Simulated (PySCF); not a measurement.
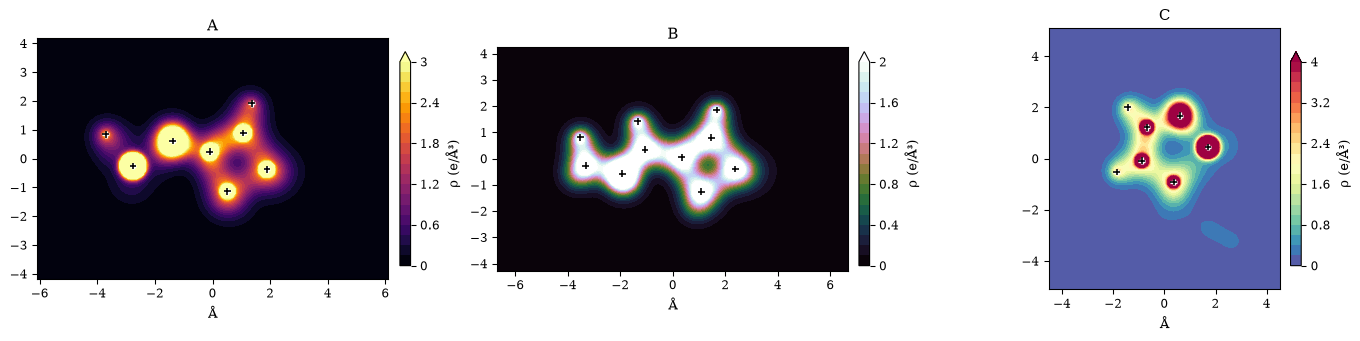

The electron density of 3 systems, each on a plane through atoms (crosses mark nuclei in the plane).

Computed with PBE0/pcSseg-1, SCF density, gas phase, non-relativistic (PySCF).

System 1: C5H9NOSi2 (SMILES N#CC[C@]1([SiH3])C=CO[SiH2]1), the plane of atoms C7, O8 and Si9. Geometry: GFN2-xTB.

```csv
atom,x (Å),y (Å),z (Å)
N,-1.6483,0.3781,2.9816
C,-1.2489,-0.2481,2.1116
C,-0.7262,-1.0142,1.0151
C,-0.0950,-0.0977,-0.0501
Si,-1.4451,0.9596,-0.9047
C,0.5763,-0.9225,-1.1111
C,1.8527,-0.6464,-1.3242
O,2.4403,0.3158,-0.5498
Si,1.4097,0.9171,0.5901
H,0.0236,-1.7075,1.4135
H,-1.5389,-1.6093,0.5841
H,-0.8236,1.7335,-1.9773
H,-2.0816,1.8218,0.0868
H,-2.4328,0.0348,-1.4731
H,0.0368,-1.6722,-1.6640
H,2.5103,-1.0918,-2.0526
H,1.8709,0.4992,1.9108
H,1.3110,2.3560,0.4015
```

System 2: C6H10OSi2, the plane of atoms O2, Si1 and H10. Geometry: GFN2-xTB.

```yaml
atoms:
  - { symbol: Si, position_ang: [3.3550, -0.2468, 0.2143] }
  - { symbol: O, position_ang: [2.1082, -0.1450, -0.8286] }
  - { symbol: C, position_ang: [0.7896, -0.0633, -0.6446] }
  - { symbol: C, position_ang: [-0.2695, -0.0413, -1.4541] }
  - { symbol: C, position_ang: [-1.2591, 0.0710, -0.3091] }
  - { symbol: Si, position_ang: [-2.4904, 1.4961, -0.2687] }
  - { symbol: C, position_ang: [-1.6102, -1.2699, 0.3006] }
  - { symbol: C, position_ang: [-0.5595, -1.2915, 1.1144] }
  - { symbol: C, position_ang: [-0.0083, 0.0265, 0.6341] }
  - { symbol: H, position_ang: [4.4499, -0.2532, -0.7410] }
  - { symbol: H, position_ang: [3.3721, 0.9085, 1.1156] }
  - { symbol: H, position_ang: [3.2600, -1.4673, 1.0173] }
  - { symbol: H, position_ang: [-0.4173, -0.1230, -2.5126] }
  - { symbol: H, position_ang: [-1.7873, 2.7296, -0.6216] }
  - { symbol: H, position_ang: [-3.0421, 1.5908, 1.0844] }
  - { symbol: H, position_ang: [-3.5613, 1.2231, -1.2292] }
  - { symbol: H, position_ang: [-2.4168, -1.9458, 0.0878] }
  - { symbol: H, position_ang: [-0.1766, -1.9824, 1.8426] }
  - { symbol: H, position_ang: [0.2537, 0.7930, 1.3557] }
```

System 3: C8H11NSi, the plane of atoms C4, C3 and H14. Geometry: GFN2-xTB.

```yaml
atoms:
  - { symbol: C, position_ang: [3.9201, -0.4554, -0.3096] }
  - { symbol: N, position_ang: [2.5330, -0.1519, -0.4192] }
  - { symbol: C, position_ang: [1.7246, -0.5289, 0.4764] }
  - { symbol: C, position_ang: [0.3225, -0.2500, 0.3844] }
  - { symbol: C, position_ang: [-0.7556, -0.5457, 1.1303] }
  - { symbol: C, position_ang: [-1.7273, 0.1477, 0.2122] }
  - { symbol: Si, position_ang: [-3.1982, -0.8005, -0.4895] }
  - { symbol: C, position_ang: [-1.8252, 1.6334, 0.4928] }
  - { symbol: C, position_ang: [-0.7700, 1.9467, -0.2519] }
  - { symbol: C, position_ang: [-0.4719, 0.5240, -0.6470] }
  - { symbol: H, position_ang: [4.2169, -1.0204, -1.1951] }
  - { symbol: H, position_ang: [4.4785, 0.4823, -0.3176] }
  - { symbol: H, position_ang: [4.1793, -1.0277, 0.5936] }
  - { symbol: H, position_ang: [2.0416, -1.0981, 1.3676] }
  - { symbol: H, position_ang: [-0.9105, -1.0508, 2.0660] }
  - { symbol: H, position_ang: [-4.1661, -1.0293, 0.5864] }
  - { symbol: H, position_ang: [-2.7107, -2.0780, -1.0105] }
  - { symbol: H, position_ang: [-3.8005, 0.0022, -1.5535] }
  - { symbol: H, position_ang: [-2.5035, 2.1803, 1.1206] }
  - { symbol: H, position_ang: [-0.2522, 2.8562, -0.4921] }
  - { symbol: H, position_ang: [-0.3337, 0.2807, -1.6931] }
```

Match each panel to its system.

Panel A is system 2, C6H10OSi2: the plane holds Si, O, C and H. C–C (1.33 Å): ρ is about 2.3 e/Å³ halfway. Panel B is system 3, C8H11NSi: the plane holds C, N and H. C–N (1.26 Å): ρ is about 2.8 e/Å³ halfway. Panel C is system 1, C5H9NOSi2: the plane holds C, O, Si and H. C–C (1.32 Å): ρ at the midpoint is about 2.4 e/Å³.
